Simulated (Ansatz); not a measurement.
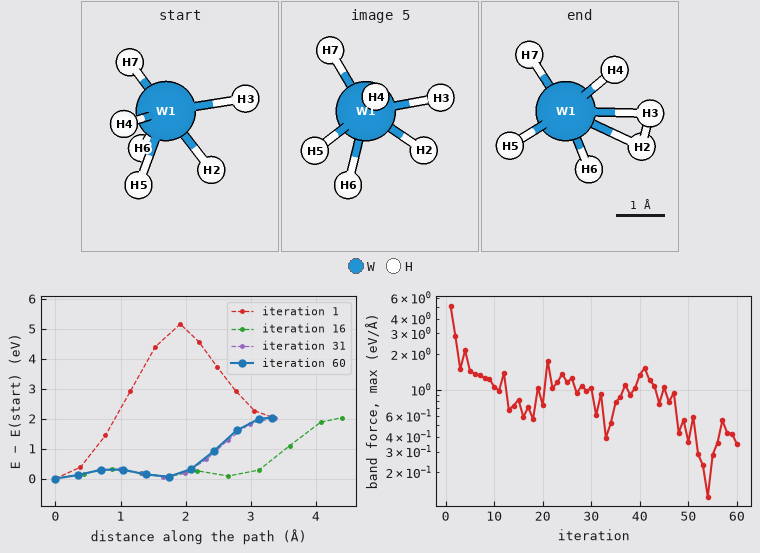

NEB run on WH$_{6}$. Images are numbered from 0 (start) to 10 (end). The plot follows the band through its iterations. A ball-and-stick model, seen from a free direction.

Level of theory: Ansatz 0.2.0, RKS LDA/def2-mTZVP. Run with 9 movable images; climbing image; force threshold 0.05 eV/Å; iteration limit 60; starting path through a guess of the saddle point.

Q: How did the profile develop, and is the result final?

A: The result isn't final. The band hadn't converged when the run stopped after 60 iterations. The largest component of the band force went from 5.1 to 0.35 eV/Å. The first iteration put the highest image at 5.16 eV. Relative to the start the highest point is image 10 at +2.03 eV and the end lies at +2.03 eV, but the profile dips to +0.06 eV at image 5 on the way, so there may be an intermediate minimum, or an end is no minimum.

Cost: 6.4 min on 1 thread of Intel(R) Xeon(R) Platinum 8488C (Sapphire Rapids) (shared host), peak memory 0.13 GiB.
